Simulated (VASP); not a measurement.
Band structure of VGa (space group P-6m2). Level of theory: PBEsol GGA, VASP's PBE PAW potentials (set 64) (plane waves; VASP 6.6.1).

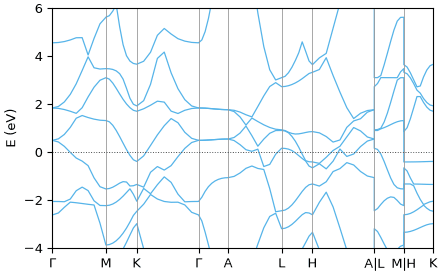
Fig. 1. Bands along high-symmetry lines, zero at the valence-band maximum or, without a gap, the Fermi level

**Question.** Read the plot: is there a gap, and where are the band edges?

**Answer.** It has no gap at this level: it comes out as a metal or semimetal. (Edges off the drawn lines would not show.)

The structure comes from a computed database's VGa entry (P-6m2); how it stands against other phases isn't given here. It was relaxed first. The run is not spin-polarised, so no magnetic state was tried.
